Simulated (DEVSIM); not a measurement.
System: abrupt GaAs p-n junction, at 300 K.

| layer (left to right) | material | thickness (μm) | Nd (cm⁻³) | Na (cm⁻³) | τn (s) | τp (s) |
|---|---|---|---|---|---|---|
| 1 | GaAs | 0.460 | - | 7.5e15 | 6.9e-10 | 6.9e-10 |
| 2 | GaAs | 19.0 | 1.3e15 | - | 6.9e-10 | 6.9e-10 |

Left contact: ohmic. Right contact: ohmic. Voltage is applied to the left contact. Recombination: SRH at mid-gap, radiative. Mobility is constant in doping.

This is a model device: material constants are rounded textbook-type values typed into the input, and sizes, dopings and lifetimes were drawn at random. Values at 300 K.

```csv
parameter,GaAs
gap (eV),1.424
affinity (eV),4.07
permittivity,12.9
Nc (cm⁻³),4.7e17
Nv (cm⁻³),9e18
μn (cm²/Vs),8500
μp (cm²/Vs),400
B (cm³/s),2e-10
```

DEVSIM, 1D drift-diffusion, Boltzmann statistics, complete ionisation; no tunnelling, impact ionisation, image-force lowering or self-heating.

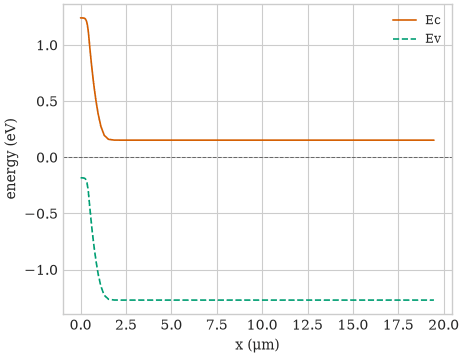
Band edges at zero bias

Energies count from the Fermi level of the right contact; mesh points crowd at the junctions.

```csv
x (μm),Ec (eV),Ev (eV),n (cm⁻³),p (cm⁻³),field (V/cm)
0.000,1.241,-0.183,< 1e2,7.5e15,-20
0.02498,1.241,-0.183,< 1e2,7.5e15,-23
0.07314,1.240,-0.183,< 1e2,7.4e15,-47
0.1731,1.239,-0.185,< 1e2,7.0e15,-330
0.3487,1.197,-0.227,< 1e2,1.4e15,-6900
0.4152,1.131,-0.293,< 1e2,1.1e14,-13000
0.4497,1.079,-0.345,< 1e2,1.4e13,-17000
0.4803,1.025,-0.399,< 1e2,1.8e12,-18000
0.5320,0.936,-0.488,< 1e2,5.8e10,-17000
0.6359,0.774,-0.650,48000,1.1e8,-15000
0.8520,0.498,-0.926,2.1e9,2500,-11000
1.541,0.159,-1.264,9.8e14,< 1e2,-590
2.737,0.152,-1.272,1.3e15,< 1e2,≈ 0
5.224,0.152,-1.272,1.3e15,< 1e2,≈ 0
12.61,0.152,-1.272,1.3e15,< 1e2,≈ 0
16.18,0.152,-1.272,1.3e15,< 1e2,≈ 0
17.90,0.152,-1.272,1.3e15,< 1e2,≈ 0
18.72,0.152,-1.272,1.3e15,< 1e2,≈ 0
19.20,0.152,-1.272,1.3e15,< 1e2,≈ 0
19.35,0.152,-1.272,1.3e15,< 1e2,≈ 0
19.42,0.152,-1.272,1.3e15,< 1e2,≈ 0
19.46,0.152,-1.272,1.3e15,< 1e2,≈ 0
```
